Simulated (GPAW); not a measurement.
# Near-edge structure at the Li K edge of BaLiF3 (Pm-3m)

Aim: the near-edge shape at the Li K edge of BaLiF3 (Pm-3m), and what the core hole does to it.

Method: X-ray absorption from dipole matrix elements to empty bands, plane-wave PAW LDA, in GPAW 26.7.0.

### 1. The starting structure

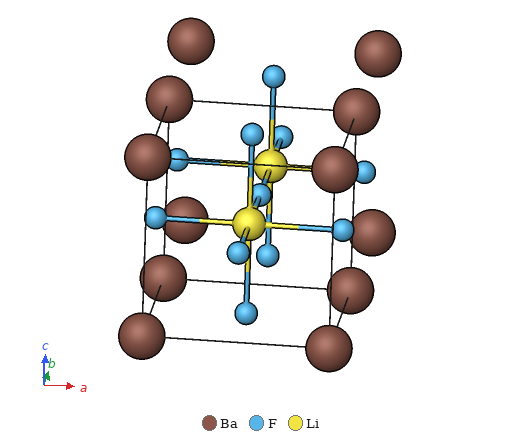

Start, viewed slightly off an axis; barium brown, fluorine blue, lithium yellow. 1×2×1 cells are drawn. Some periodic images of atoms are drawn too.

As a file:

```
Ba F Li
1.0
     3.98858    0.00000    0.00000
     0.00000    3.98858    0.00000
     0.00000    0.00000    3.98858
Ba F Li
1 3 1
Direct
  0.00000 0.00000 0.00000
  0.50000 0.00000 0.50000
  0.50000 0.50000 0.00000
  0.00000 0.50000 0.50000
  0.50000 0.50000 0.50000
```

### 2. The field without a hole

The ground state comes first: it tells whether the system has a gap, which decides how the excited electron is treated.

Input file scf.py:

```python
import numpy as np
from ase import Atoms
from ase.parallel import parprint, paropen
from gpaw import GPAW, PW, FermiDirac, Mixer, MixerDif, setup_paths
from gpaw.test import gen
setup_paths.insert(0, '.')
gen('Li', name='nch1s', xcname='LDA', corehole=(1, 0, 0), write_xml=True)
from gpaw.mpi import world
world.barrier()

atoms = Atoms('BaF3Li',
    cell=[[3.98858164, 0, 0],
     [0, 3.98858164, 0],
     [0, 0, 3.98858164]],
    scaled_positions=[[0, 0, 0],
     [0.5, 0, 0.5],
     [0.5, 0.5, 0],
     [0, 0.5, 0.5],
     [0.5, 0.5, 0.5]],
    pbc=True)
atoms.calc = calc = GPAW(legacy_gpaw=True, mode=PW(500, force_complex_dtype=True), xc='LDA', setups={4: 'nch1s'},
    kpts={'size': (6, 6, 6), 'gamma': True}, occupations=FermiDirac(0.05),
    charge=0, mixer=Mixer(0.1, 5, 50), maxiter=150,
    convergence={'density': 0.0001, 'eigenstates': 1e-6}, txt='scf.txt')
energy = atoms.get_potential_energy() + calc.get_reference_energy()
ef = calc.get_fermi_level()
out = dict(energy=energy, fermi=ef, forces=atoms.get_forces().tolist())
parprint(f'all-electron energy {energy:.4f} eV, Fermi level {ef:.4f} eV')
ev = np.array([[calc.get_eigenvalues(k, s) for k in range(len(calc.get_ibz_k_points()))] for s in range(calc.get_number_of_spins())])
out['homo'], out['lumo'], out['counts'] = ev[ev < ef].max(), ev[ev > ef].min(), sorted(set((ev < ef).sum((0, 2)).tolist()))
out['filled'] = (ev[:, 0] < ef).sum(1).tolist()
import json
with paropen('out.json', 'w') as f:
    json.dump(out, f)
```

The run is started by

```console
> OMP_NUM_THREADS=1 mpirun -n 2 gpaw python scf.py
```

Numbers of over 12 decimals in the logs are rounded to 6 here.

Log:

```text
Input parameters:
  convergence: {density: 0.0001,
                eigenstates: 1e-06}
  kpts: {gamma: True,
         size: (6, 6, 6)}
  maxiter: 150
  mixer: {backend: pulay,
          beta: 0.1,
          method: separate,
          nmaxold: 5,
          weight: 50}
  mode: {ecut: 500.0,
         force_complex_dtype: True,
         name: pw}
  occupations: {fixmagmom: False,
                name: fermi-dirac,
                width: 0.05}
  setups: {4: nch1s}

Initialize ...

[... PAW data sets ...]

Reference energy: -229404.258734  # eV

Spin-paired calculation

[... convergence settings ...]
Symmetries present (total): 48
  [... symmetry matrices ...]

216 k-points: 6 x 6 x 6 Monkhorst-Pack grid + [1/12,1/12,1/12]
20 k-points in the irreducible part of the Brillouin zone
       k-points in crystal coordinates                weights
   0:     0.00000000    0.00000000    0.00000000          1/216
   1:     0.16666667    0.00000000    0.00000000          6/216
   2:     0.16666667    0.16666667    0.00000000         12/216
   3:     0.16666667    0.16666667    0.16666667          8/216
   4:     0.33333333    0.00000000    0.00000000          6/216
   5:     0.33333333    0.16666667    0.00000000         24/216
   6:     0.33333333    0.16666667    0.16666667         24/216
   7:     0.33333333    0.33333333    0.00000000         12/216
   8:     0.33333333    0.33333333    0.16666667         24/216
   9:     0.33333333    0.33333333    0.33333333          8/216
          ...
  19:     0.50000000    0.50000000    0.50000000          1/216

Wave functions: Plane wave expansion
  Cutoff energy: 500.000 eV
  Number of coefficients (min, max): 1575, 1640
  Pulay-stress correction: 0.000000 eV/Ang^3 (de/decut=0.000000)
  Using FFTW library
  Wavefunction extrapolation:
    Improved wavefunction reuse through dual PAW basis

Occupation numbers: Fermi-Dirac:
  width: 0.0500  # eV

Eigensolver
   Davidson(niter=2)

Densities:
  Coarse grid: 21*21*21 grid
  Fine grid: 42*42*42 grid
  Total Charge: 0.000000

Density mixing:
  Method: separate
  Backend: pulay
  Linear mixing parameter: 0.1
  old densities: 5
  Width of damping distribution: 1.1
  Damping of long wavelength oscillations: 50

[... Hamiltonian set-up ...]
Number of atoms: 5
Number of atomic orbitals: 21
Number of bands in calculation: 21
Number of valence electrons: 32
Bands to converge: occupied

... initialized

Initializing position-dependent things.

Density initialized from atomic densities
Creating initial wave functions:
  21 bands from LCAO basis set

Positions:
   0 Ba     0.000000    0.000000    0.000000    ( 0.0000,  0.0000,  0.0000)
   1 F      1.994291    0.000000    1.994291    ( 0.0000,  0.0000,  0.0000)
   2 F      1.994291    1.994291    0.000000    ( 0.0000,  0.0000,  0.0000)
   3 F      0.000000    1.994291    1.994291    ( 0.0000,  0.0000,  0.0000)
   4 Li     1.994291    1.994291    1.994291    ( 0.0000,  0.0000,  0.0000)

Unit cell:
           periodic     x           y           z      points  spacing
  1. axis:    yes    3.988582    0.000000    0.000000    21     0.1899
  2. axis:    yes    0.000000    3.988582    0.000000    21     0.1899
  3. axis:    yes    0.000000    0.000000    3.988582    21     0.1899

  Lengths:   3.988582   3.988582   3.988582
  Angles:   90.000000  90.000000  90.000000

Effective grid spacing dv^(1/3) = 0.1899

iter:   1   -29.924829
iter:   2   -29.412570   -1.33  -1.19
iter:   3   -28.812175   -0.89  -1.28
iter:   4   -28.760464   -2.09  -1.52
iter:   5   -28.760280   -2.22  -1.90
iter:   6   -28.757220c  -2.44  -2.33
iter:   7   -28.752521c  -3.42  -2.48
iter:   8   -28.753766c  -3.29  -3.13
iter:   9   -28.752497c  -3.51  -2.80
iter:  10   -28.752470c  -5.90  -3.67
iter:  11   -28.752469c  -6.59c -4.23c

Converged after 11 iterations.

Dipole moment: (-0.000000, -0.000000, -0.000000) |e|*Ang

Energy contributions relative to reference atoms: (reference = -229404.258734)

Kinetic:        +24.701742
Potential:      -24.158251
External:        +0.000000
XC:             -29.919484
Entropy (-ST):   +0.000000
Local:           +0.623525
SIC:             +0.000000
--------------------------
Free energy:    -28.752469
Extrapolated:   -28.752469

Showing only first 2 kpts
 Kpt  Band  Eigenvalues  Occupancy
  0    14      2.84860    2.00000
  0    15      2.84867    2.00000
  0    16      9.35808    0.00000
  0    17     10.71883    0.00000

  1    14      2.76382    2.00000
  1    15      2.76390    2.00000
  1    16      9.71041    0.00000
  1    17      9.85933    0.00000

Fermi level: 5.88198

Gap: 6.509 eV
Transition (v -> c):
  (s=0, k=0, n=15, [0.00, 0.00, 0.00]) -> (s=0, k=0, n=16, [0.00, 0.00, 0.00])
No difference between direct/indirect transitions

Forces in eV/Ang:
  0 Ba   -0.00000    0.00000   -0.00000
  1 F     0.00000   -0.00000    0.00000
  2 F     0.00000    0.00000   -0.00000
  3 F     0.00000    0.00000    0.00000
  4 Li   -0.00000    0.00000   -0.00000
Scalar-relativistic atomic LDA calculation for Li (Lithium, Z=3)
Core hole in 1s state (1s occupation: 2.0)
300 radial gridpoints.
|------------------------------------------------|
|------------------------------------------------|
[... the atom generator's iteration count ...]

Energy contributions:
-------------------------
Kinetic:       +7.239206
XC:            -1.652020
Potential:    -12.922674
-------------------------
Total:         -7.335488

state      eigenvalue         ekin         rmax
-----------------------------------------------
1s^2.0 :    -1.878344     3.502985        0.365
2s^1.0 :    -0.105610     0.233235        3.124
2p^0.0 :    -0.041382     0.137004        3.898
-----------------------------------------------
(units: Bohr and Hartree)

Generating PAW setup
Kinetic energy of the core from tauc = 7.006868
Cutoffs:
rc(s)=2.000
rc(p)=2.000
rc(d)=2.000
rc(vbar)=1.800
rc(comp)=2.000
rc(nct)=2.000

Kinetic energy of the core states: 7.005971
Charge: 0.0
Core electrons: 2.0
Valence electrons: 1.0
Pseudo-core charge: 0.168869
Shape function alpha=2.500
Pseudo-electron charge 1.164086
state    eigenvalue         norm
--------------------------------
2s(1) :    -0.105610     0.995217
*s    :     0.894390
2p(0) :    -0.041382     0.995581
*p    :     0.958618
*d    :     0.000000
--------------------------------

Diagonalizing with gridspacing h=0.050

state   all-electron     PAW
-------------------------------
2s:      -0.105610    -0.105589
2p:      -0.041382    -0.041286
*d:                    0.026692
*f:                    0.061621
-------------------------------
all-electron energy -229433.0112 eV, Fermi level 5.8820 eV
```

Run time: 6.6 s. Hardware: 2 MPI ranks of Arm Neoverse V2, shared host; peak memory 0.18 GiB; 13 s of CPU time.

The mesh shows a gap of 6.51 eV, so the hole is first treated in a charged cell, without the excited electron.

### 3. Spectrum without a core hole, Li atom 5

Without a hole the spectrum is the empty density of states of the right symmetry on the absorber, weighted by matrix elements. It needs only the small cell and serves as the baseline. The data set with a hole of occupation 0 only carries the core orbital.

The absorber has 6 F at 1.99 Å (octahedral, site symmetry m-3m).

Input file xas.py:

```python
import numpy as np
from ase import Atoms
from ase.parallel import parprint, paropen
from gpaw import GPAW, PW, FermiDirac, Mixer, MixerDif, setup_paths
from gpaw.test import gen
setup_paths.insert(0, '.')
gen('Li', name='nch1s', xcname='LDA', corehole=(1, 0, 0), write_xml=True)
from gpaw.mpi import world
world.barrier()

atoms = Atoms('BaF3Li',
    cell=[[3.98858164, 0, 0],
     [0, 3.98858164, 0],
     [0, 0, 3.98858164]],
    scaled_positions=[[0, 0, 0],
     [0.5, 0, 0.5],
     [0.5, 0.5, 0],
     [0, 0.5, 0.5],
     [0.5, 0.5, 0.5]],
    pbc=True)
atoms.calc = calc = GPAW(legacy_gpaw=True, mode=PW(500, force_complex_dtype=True), xc='LDA', setups={4: 'nch1s'},
    kpts={'size': (6, 6, 6), 'gamma': True}, occupations=FermiDirac(0.02),
    charge=0, mixer=Mixer(0.1, 5, 50), maxiter=150,
    convergence={'density': 0.0001, 'eigenstates': 1e-6}, txt='scf.txt')
energy = atoms.get_potential_energy() + calc.get_reference_energy()
ef = calc.get_fermi_level()
out = dict(energy=energy, fermi=ef, forces=atoms.get_forces().tolist())
parprint(f'all-electron energy {energy:.4f} eV, Fermi level {ef:.4f} eV')
ev = np.array([[calc.get_eigenvalues(k, s) for k in range(len(calc.get_ibz_k_points()))] for s in range(calc.get_number_of_spins())])
out['homo'], out['lumo'], out['counts'] = ev[ev < ef].max(), ev[ev > ef].min(), sorted(set((ev < ef).sum((0, 2)).tolist()))
out['filled'] = (ev[:, 0] < ef).sum(1).tolist()

from ase.units import Ha
from gpaw.xas import dipole_matrix_elements
nb = int(calc.get_number_of_electrons() / 2) + 41
top, nb = nb, nb + 8 + nb // 12
nscf = calc.fixed_density(kpts={'size': (6, 6, 6), 'gamma': True}, nbands=nb,
    convergence={'bands': top, 'eigenstates': 1e-5}, maxiter=60, txt='nscf.txt')
cell = atoms.cell.array
ops = [cell.T @ U.T @ np.linalg.inv(cell.T) for U in nscf.wfs.kd.symmetry.op_scc]
filled = [16]  # bands filled in the ground state, by spin
E = np.arange(-25, 34, 0.1)
fwhm = np.interp(E, [4, 25], [0.9, 3.5])
Y, X, zero, highest = 0, 0, 1e9, 1e9
for spin in range(nscf.get_number_of_spins()):
    wfs = nscf.wfs
    A = dipole_matrix_elements(wfs.setups[4])
    eps = np.zeros((wfs.kd.nibzkpts, nb))
    d = np.zeros((3, A.shape[1], wfs.kd.nibzkpts, nb), complex)
    for kpt in wfs.kpt_u:
        if kpt.s == spin and 4 in kpt.P_ani:
            eps[kpt.k] = kpt.eps_n * Ha
            d[:, :, kpt.k] = (kpt.weight * wfs.nspins / 2) ** 0.5 * np.inner(A, kpt.P_ani[4])
    world.sum(eps)
    world.sum(d)
    T = np.einsum('amkn,bmkn->abkn', d, d.conj()).real
    T = sum(np.einsum('ai,ijkn,bj->abkn', R, T, R) for R in ops) / len(ops)
    empty = np.ones_like(eps, bool) & (np.arange(nb) >= filled[spin])
    zero, highest = min(zero, eps[empty].min()), min(highest, eps[:, top - 1].min())
    lines = [(eps, T, empty)] if spin == 0 else lines + [(eps, T, empty)]
for eps, T, empty in lines:
    f = np.einsum('aakn->akn', T).reshape(3, -1)
    x = eps.ravel() - zero
    w = np.interp(x, E, fwhm) / 2.35482
    g = np.exp(-0.5 * ((E[:, None] - x) / w) ** 2) / (w * (2 * np.pi) ** 0.5)
    Y = Y + (f * empty.ravel()) @ g.T
    X = X + (f * ~empty.ravel()) @ g.T
out.update(E=E.round(2).tolist(), xas=Y.tolist(), xes=X.tolist(), zero=zero, valid=highest - zero, nk=len(eps), nb=nb)
for i in range(0, len(E), 10):
    parprint(f'{E[i]:7.2f}', *(f'{v:10.3e}' for v in Y[:, i]))
import json
with paropen('out.json', 'w') as f:
    json.dump(out, f)
```

The run is started by

```console
> OMP_NUM_THREADS=1 mpirun -n 2 gpaw python xas.py
```

Log:

```text
Input parameters:
  convergence: {density: 0.0001,
                eigenstates: 1e-06}
  kpts: {gamma: True,
         size: (6, 6, 6)}
  maxiter: 150
  mixer: {backend: pulay,
          beta: 0.1,
          method: separate,
          nmaxold: 5,
          weight: 50}
  mode: {ecut: 500.0,
         force_complex_dtype: True,
         name: pw}
  occupations: {fixmagmom: False,
                name: fermi-dirac,
[...]
*p    :     0.958618
*d    :     0.000000
--------------------------------

Diagonalizing with gridspacing h=0.050

state   all-electron     PAW
-------------------------------
2s:      -0.105610    -0.105589
2p:      -0.041382    -0.041286
*d:                    0.026692
*f:                    0.061621
-------------------------------
all-electron energy -229433.0112 eV, Fermi level 5.8820 eV
[...]
32.00  1.368e-03  1.368e-03  1.368e-03
  33.00  1.322e-03  1.322e-03  1.322e-03
[key lines of the parts left out:]
Converged after 11 iterations.
Dipole moment: (-0.000000, -0.000000, -0.000000) |e|*Ang
Free energy:    -28.752469
Fermi level: 5.88198
```

The job ended after 19 s (2 MPI ranks; peak memory 0.23 GiB).

The Li K spectrum, Li atom 5, no core hole (energy from the lowest empty level; intensity scaled to a mean of 1 over the first 20 eV):

| E (eV) | intensity |
| --- | --- |
| -2.0 | 0.00 |
| -0.5 | 0.00 |
| 1.0 | 0.01 |
| 2.5 | 0.21 |
| 4.0 | 0.15 |
| 5.5 | 0.14 |
| 7.0 | 0.80 |
| 8.5 | 2.36 |
| 10.0 | 2.69 |
| 11.5 | 1.57 |
| 13.0 | 1.21 |
| 14.5 | 1.20 |
| 16.0 | 0.95 |
| 17.5 | 1.09 |
| 19.0 | 0.82 |
| 20.5 | 0.67 |
| 22.0 | 0.58 |
| 23.5 | 0.47 |
| 25.0 | 0.41 |
| 26.5 | 0.38 |
| 28.0 | 0.33 |
| 29.5 | 0.32 |
| 31.0 | 0.32 |

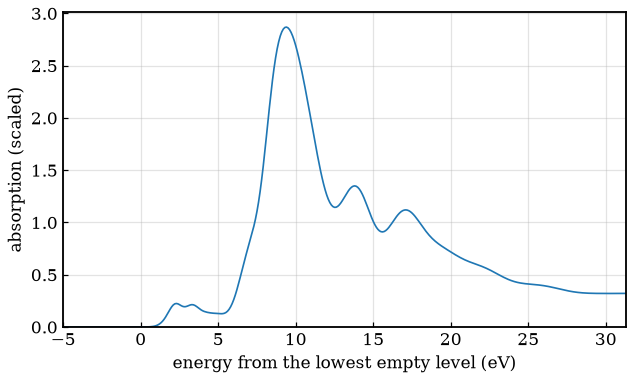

The Li K edge, Li atom 5, no core hole: main maxima at 9.4, 13.8 and 17.1 eV.

Main maxima below 24 eV (height): 2.3 eV (0.22), 9.4 eV (2.87), 13.8 eV (1.35) and 17.1 eV (1.12). A K edge sees empty p states on the absorber.

The same matrix elements for filled bands give the Li K emission of Li atom 5 (ground-state approximation; energy from the lowest empty level, largest value 1):

| E (eV) | emission |
| --- | --- |
| -24.0 | 0.00 |
| -22.5 | 0.00 |
| -21.0 | 0.00 |
| -19.5 | 0.00 |
| -18.0 | 0.00 |
| -16.5 | 0.00 |
| -15.0 | 0.01 |
| -13.5 | 0.00 |
| -12.0 | 0.00 |
| -10.5 | 0.00 |
| -9.0 | 0.62 |
| -7.5 | 0.56 |
| -6.0 | 0.04 |
| -4.5 | 0.00 |
| -3.0 | 0.00 |
| -1.5 | 0.00 |
| 0.0 | 0.00 |
| 1.5 | 0.00 |
| 3.0 | 0.00 |

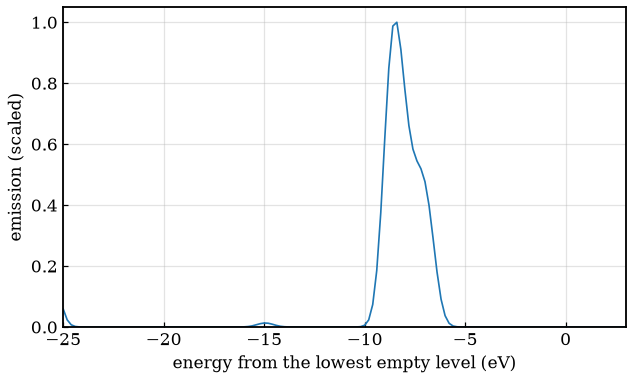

X-ray emission from the filled bands.

Emission maxima: -8.4 eV (1.00).

### 4. Reference energy of the supercell

The photon energy needs a difference of total energies, so the cell and mesh of the coming hole run are first run without a hole.

scf.py: that of step 2 with these lines changed.

```diff
@@ -10,14 +10,19 @@
 
-atoms = Atoms('BaF3Li',
-    cell=[[3.98858164, 0, 0],
-     [0, 3.98858164, 0],
-     [0, 0, 3.98858164]],
+atoms = Atoms('Ba2F6Li2',
+    cell=[[3.98858164, 0, 3.98858164],
+     [0, 3.98858164, 3.98858164],
+     [-3.98858164, 0, 3.98858164]],
     scaled_positions=[[0, 0, 0],
      [0.5, 0, 0.5],
+     [0.5, 0, 0],
+     [0, 0, 0.5],
+     [0, 0.5, 0.5],
      [0.5, 0.5, 0],
-     [0, 0.5, 0.5],
-     [0.5, 0.5, 0.5]],
+     [0, 0.5, 0],
+     [0.5, 0.5, 0.5],
+     [0.25, 0.5, 0.75],
+     [0.75, 0.5, 0.25]],
     pbc=True)
-atoms.calc = calc = GPAW(legacy_gpaw=True, mode=PW(500, force_complex_dtype=True), xc='LDA', setups={4: 'nch1s'},
-    kpts={'size': (6, 6, 6), 'gamma': True}, occupations=FermiDirac(0.05),
+atoms.calc = calc = GPAW(legacy_gpaw=True, mode=PW(500, force_complex_dtype=True), xc='LDA', setups={8: 'nch1s'},
+    kpts={'size': (5, 5, 5), 'gamma': True}, occupations=FermiDirac(0.02),
     charge=0, mixer=Mixer(0.1, 5, 50), maxiter=150,
```

The run is started by

```console
> OMP_NUM_THREADS=1 mpirun -n 2 gpaw python scf.py
```

Log:

```text
Input parameters:
  convergence: {density: 0.0001,
                eigenstates: 1e-06}
  kpts: {gamma: True,
         size: (5, 5, 5)}
  maxiter: 150
  mixer: {backend: pulay,
          beta: 0.1,
          method: separate,
          nmaxold: 5,
          weight: 50}
  mode: {ecut: 500.0,
         force_complex_dtype: True,
         name: pw}
  occupations: {fixmagmom: False,
                name: fermi-dirac,
[...]
2s(1) :    -0.105610     0.995217
*s    :     0.894390
2p(0) :    -0.041382     0.995581
*p    :     0.958618
*d    :     0.000000
--------------------------------

Diagonalizing with gridspacing h=0.050

state   all-electron     PAW
-------------------------------
2s:      -0.105610    -0.105589
2p:      -0.041382    -0.041286
*d:                    0.026692
*f:                    0.061621
-------------------------------
all-electron energy -458865.9386 eV, Fermi level 5.8825 eV
[key lines of the parts left out:]
Converged after 11 iterations.
Dipole moment: (0.004915, -0.000000, -0.000000) |e|*Ang
Free energy:    -57.421136
Fermi level: 5.88247
```

The job ended after 14 s (2 MPI ranks; peak memory 0.24 GiB).

Reference energy: -458865.939 eV with the cores included.

(Part 1 of 2 ends here.)

[Banner, clock and machine lines of the logs are left out without a mark of their own.]

[Logs are printed without paths, hosts, clocks, repeated set-up lines and the standing remarks that a program may print on its own settings, such as how far it seeks lower states.]

[Hosts, paths, dates, database ids (printed as entryN), source tags and the programs' standing remarks are cut or masked in the printed files.]

[Lists of maxima count a maximum above −3 eV only where it reaches 4 % of the highest in the window and stands out from its surroundings by 2 % of it (1.5 % where it reaches 55 %); shoulders and weaker maxima are passed over, and of the rest the first, up to two pre-edge ones and the few strongest are named.]
